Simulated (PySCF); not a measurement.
C₃H₃S₂, charge +1, SMILES `c1cs[cH+]s1`.

PySCF calculation, B3LYP/6-31+G*, gas phase; geometry: GFN2-xTB. No frequency check shows the geometry to be a minimum. GFN2-xTB bond lengths at metals and heavier atoms can be off by up to 0.1 Å and shapes distorted, which carries into these values.

Input script:

```python
import numpy as np
from pyscf import gto, scf, dft, tdscf
from pyscf.scf import atom_ks, atom_hf
from scipy.linalg import block_diag

def solve(mol, dm0=None, hcore=None):
    mf = (dft.UKS if mol.spin else dft.RKS)(mol, xc='b3lyp')
    mf.grids.level = 3
    mf = mf.density_fit(auxbasis='def2-universal-jkfit')
    mf.conv_tol, mf.max_cycle = 1e-8, 80
    if hcore is not None:
        mf.get_hcore = lambda *args: hcore
    mf.kernel(dm0)
    if not mf.converged:
        mf = mf.newton().run(mf.mo_coeff, mf.mo_occ, max_cycle=30)
    assert mf.converged, 'SCF not converged'
    return mf

mol = gto.M(atom='''
C     -0.67385     1.23166     0.00000
C      0.67380     1.23167     0.00000
S      1.44024    -0.30533     0.00000
C      0.00008    -1.16607     0.00000
S     -1.44025    -0.30536     0.00000
H     -1.28892     2.11531     0.00000
H      1.28886     2.11534     0.00000
H     -0.00003    -2.24316     0.00000
''', basis='6-31+g*', charge=1, spin=0, verbose=4)
mf = solve(mol)
td = mf.TDA()
td.nstates, td.singlet, td.conv_tol = 4, True, 1e-5
td.kernel()
td.analyze()
x, y = np.array([p[0] for p in td.xy]), np.array([p[1] + 0 * p[0] for p in td.xy])
f, mu = td.oscillator_strength(), td.transition_dipole()
nto = [td.get_nto(state=i + 1, verbose=4) for i in range(len(td.e))]
# spherically averaged free atoms, for the promolecule
atm = atom_ks.get_atm_nrks(mol, xc='b3lyp')
pro = block_diag(*[(atm[a[0]][2] * atm[a[0]][3]) @ atm[a[0]][2].T for a in mol._atom])
np.savez('result.npz', e=td.e, f=f, ok=td.converged, w=[n[0] for n in nto], nto=[n[1] for n in nto], x=x, y=y, c=mf.mo_coeff, occ=mf.mo_occ, eps=mf.mo_energy, pro=pro, mu=mu)
```

Launched as:

```sh
OMP_NUM_THREADS=1 python input.py
```

The run took 3.8 min on 1 thread of Intel(R) Xeon(R) Processor @ 2.50GHz (Skylake/Cascade Lake), with other jobs on the host, peak memory 0.57 GiB.

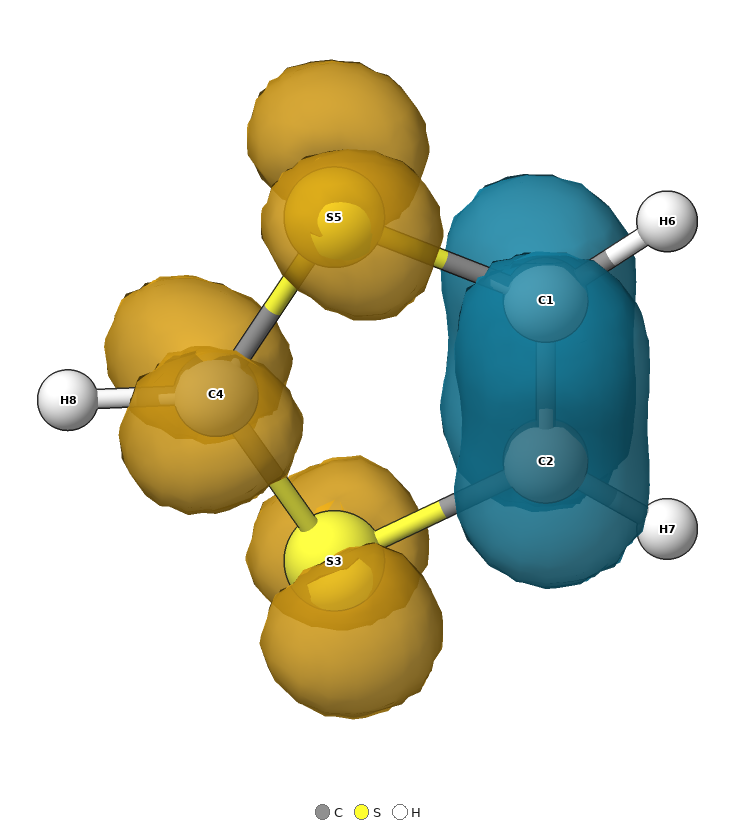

Unrelaxed difference density of S₁ less the ground state (TDA singlet states), ±0.03 e/Å³; yellow: gain, teal: loss.

> How does the charge move on excitation?

0.62 e is displaced in all, of which about 0.5 e passes between atoms: C1 and C2 (0.25 e each) lose electrons and S3 and S5 (0.17 e each) and C4 (0.17 e) gain them. The state: 5.20 eV (238 nm), f = 0.075; the leading pair carries 92 %; hole on C1 and C2 (31 % each), C4 (16 %) and S3 and S5 (8 % each), electron on C4 (32 %), S3 and S5 (26 % each) and C1 and C2 (6 % each); their centroids lie 1.1 Å apart.
